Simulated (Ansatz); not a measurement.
One crystal and one scan (energy against volume) at two levels, PBE (plane waves to 420 eV, PAW, scalar-relativistic; Ansatz, an electronic-structure program) and PBEsol (plane waves to 420 eV, PAW, scalar-relativistic; Ansatz), each from its own relaxed cell and on its own mesh. The cell shown is that of PBE.

LiNbO$_{3}$ (LiNbO3 type, space group R3c)

```yaml
crystal:
  lattice:
    - [2.59491, 1.49817, 4.67185]
    - [-2.59491, 1.49817, 4.67185]
    - [0.00000, -2.99635, 4.67185]
  atoms:
    - { symbol: Li, position: [0.70263, 0.70263, 0.70263] }
    - { symbol: Li, position: [0.20263, 0.20263, 0.20263] }
    - { symbol: Nb, position: [0.98385, 0.98385, 0.98385] }
    - { symbol: Nb, position: [0.48385, 0.48385, 0.48385] }
    - { symbol: O, position: [0.62628, 0.87373, 0.26322] }
    - { symbol: O, position: [0.87373, 0.26322, 0.62628] }
    - { symbol: O, position: [0.26322, 0.62628, 0.87373] }
    - { symbol: O, position: [0.76322, 0.37373, 0.12628] }
    - { symbol: O, position: [0.37373, 0.12628, 0.76322] }
    - { symbol: O, position: [0.12628, 0.76322, 0.37373] }
```

Equation-of-state scan: isotropic scaling of the cell above, V₀ being its volume. The atoms relax within the cell's symmetry.

The energy includes the smearing's −TS. LiNbO3 is run without spin polarisation. LiNbO3 was relaxed with its symmetry unable to fall. The points do not follow one Birch-Murnaghan curve well, so no fit is quoted. With the shape held, the modulus is that of even scaling; a crystal free to change shape is softer. Percentages come from the unrounded values.

| quantity | PBE | PBEsol | PBE − PBEsol |
|---|---|---|---|
| Lattice constant a (Å) | 5.190 | 5.135 | +0.055 (+1.1 %) |
| Lattice constant c (Å) | 14.02 | 13.83 | +0.19 (+1.4 %) |
| Relaxed volume (Å³/atom) | 10.90 | 10.52 | +0.38 (+3.6 %) |

PBE gives the higher value for: lattice constant a; lattice constant c; relaxed volume. Neither level is exact: the differences show how much the result hangs on the functional.

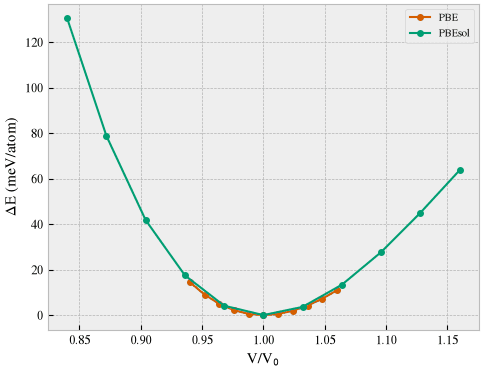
Figure. ΔE, each from the relaxed starting cell of its own level.

(Under strain, the slope of the energy per volume gives the stress and its curvature an elastic modulus.)
